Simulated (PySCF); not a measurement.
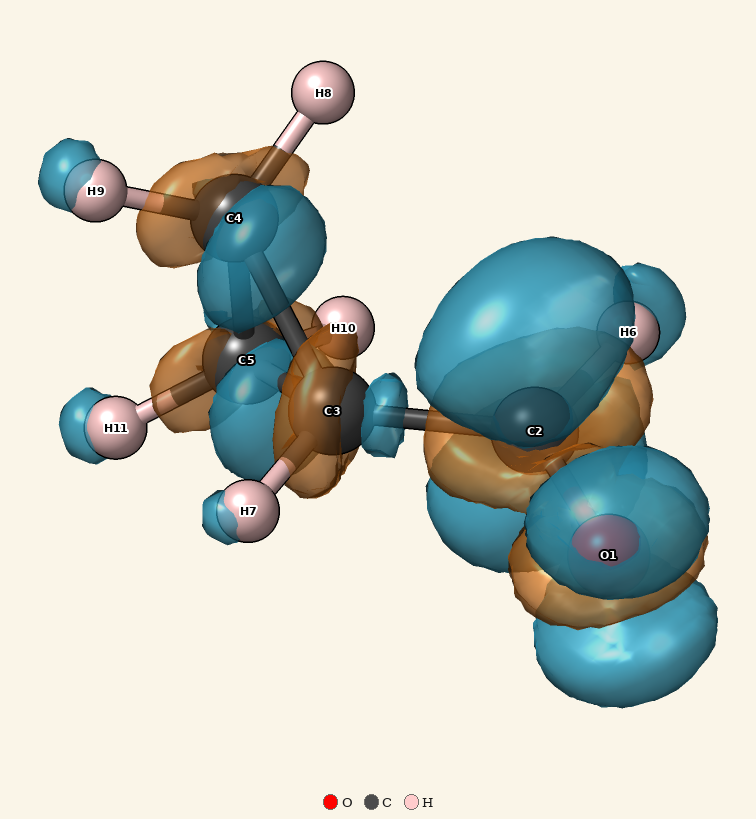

C₄H₆O, charge −1, doublet, SMILES `[O-][CH]C1CC1`. Fukui function f⁻ = ρ(N) − ρ(N−1) at fixed geometry, surfaces at ±0.03 e/Å³ (light blue positive, orange negative).

Computed with PySCF, B3LYP/def2-SVPD, geometry: GFN2-xTB. The highest occupied Kohn–Sham orbital has positive energy, a self-interaction fault of such functionals for anions. No frequency check shows the geometry to be a minimum. GFN2-xTB doesn't know the spin state, so this open-shell geometry is rough.

Input script:

```python
import numpy as np
from pyscf import gto, scf, dft
from pyscf.scf import atom_ks, atom_hf
from scipy.linalg import block_diag

def solve(mol, dm0=None, hcore=None):
    mf = (dft.UKS if mol.spin else dft.RKS)(mol, xc='b3lyp')
    mf.grids.level = 3
    mf = mf.density_fit(auxbasis='def2-universal-jkfit')
    mf.conv_tol, mf.max_cycle = 1e-8, 80
    if hcore is not None:
        mf.get_hcore = lambda *args: hcore
    mf.kernel(dm0)
    if not mf.converged:
        mf = mf.newton().run(mf.mo_coeff, mf.mo_occ, max_cycle=30)
    assert mf.converged, 'SCF not converged'
    return mf

mol = gto.M(atom='''
O     -2.24423     0.00027     0.16865
C     -1.06142    -0.00027    -0.37166
C      0.17303    -0.00027     0.38396
C      1.43942    -0.75430    -0.05957
C      1.43921     0.75460    -0.05981
H     -0.95626    -0.00115    -1.47678
H      0.00905    -0.00022     1.45880
H      1.42661    -1.24880    -1.02227
H      2.05356    -1.25892     0.67829
H      1.42627     1.24879    -1.02266
H      2.05322     1.25963     0.67789
''', basis='def2-svpd', charge=-1, spin=1, verbose=4)
mf = solve(mol)
out = dict(e0=mf.e_tot, dm0=mf.make_rdm1(), c=mf.mo_coeff, occ=mf.mo_occ, eps=mf.mo_energy)
for name, dq, spin in [('cation', 1, 0)]:
    ion = mol.copy().set(charge=mol.charge + dq, spin=spin).build()
    mi = solve(ion)
    if spin and dq > 0 and mol.nao < 130:
        c, _, stable, _ = mi.stability(return_status=True)
        if not stable:
            mi = solve(ion, mi.make_rdm1(c, mi.mo_occ))
    print(name, 'vertical energy change / eV', (mi.e_tot - mf.e_tot) * 27.211386)
    out.update({'e_' + name: mi.e_tot, 'dm_' + name: mi.make_rdm1(), 's2_' + name: mi.spin_square()[0], 'eps_' + name: mi.mo_energy, 'occ_' + name: mi.mo_occ})
# spherically averaged free atoms, for the promolecule
atm = atom_ks.get_atm_nrks(mol, xc='b3lyp')
pro = block_diag(*[(atm[a[0]][2] * atm[a[0]][3]) @ atm[a[0]][2].T for a in mol._atom])
np.savez('result.npz', pro=pro, **out)
```

Launched as:

```sh
OMP_NUM_THREADS=1 python input.py
```

The run took 60 s on 1 thread of Arm Neoverse V1, on a shared host, peak memory 0.62 GiB.

Partitions, critical points and surface values were worked out afterwards from this run's density.

> On which atoms does the density change most on removal of an electron?

f⁻ (Hirshfeld-condensed) is largest on O1 (0.24) and C2 (0.24); the vertical detachment energy is −0.59 eV (to the singlet neutral species, which needn't be its lowest state). Condensed values hint at sites of electrophilic attack but needn't mark the atom that reacts. Shares this close don't rank the sites. Orbital relaxation makes it negative in places (0.23 e in all).
